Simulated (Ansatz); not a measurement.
CdSe (zinc blende)

```cif
data_CdSe
_chemical_formula_sum 'Se1 Cd1'
_space_group_name_H-M_alt 'P 1'
_space_group_IT_number 1
_cell_length_a 4.30049
_cell_length_b 4.30049
_cell_length_c 4.30049
_cell_angle_alpha 60.000
_cell_angle_beta 60.000
_cell_angle_gamma 60.000
loop_
_space_group_symop_operation_xyz
  'x, y, z'
loop_
_atom_site_label
_atom_site_type_symbol
_atom_site_fract_x
_atom_site_fract_y
_atom_site_fract_z
_atom_site_occupancy
Se1 Se 0.75000 0.75000 0.75000 1
Cd1 Cd 0.00000 0.00000 0.00000 1
```

This relaxed cell (volume V₀) is scaled evenly in all directions, its shape held. Symmetry pins the atoms to their sites.

Level of theory: PBEsol (plane waves to 420 eV, PAW, scalar-relativistic; Ansatz, an electronic-structure program). k mesh 9×9×9 (Γ-centred), Fermi-Dirac smearing 0.05 eV. The energy includes the smearing's −TS. CdSe was relaxed with its symmetry unable to fall. The zero of ΔE is the relaxed starting cell.

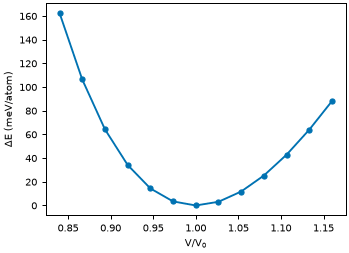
*ΔE (meV/atom) against V/V₀; markers are the computed points, lines only join them.*

Task: What is ΔE at V/V₀ = 1.160?

Result: About 88 meV/atom.

Task: What is ΔE at V/V₀ = 0.840?

Result: About 160 meV/atom.

Task: What bulk modulus B₀ follows from a third-order Birch-Murnaghan fit?

Result: About 52 GPa.

(Under strain, the slope of the energy per volume gives the stress and its curvature an elastic modulus.)
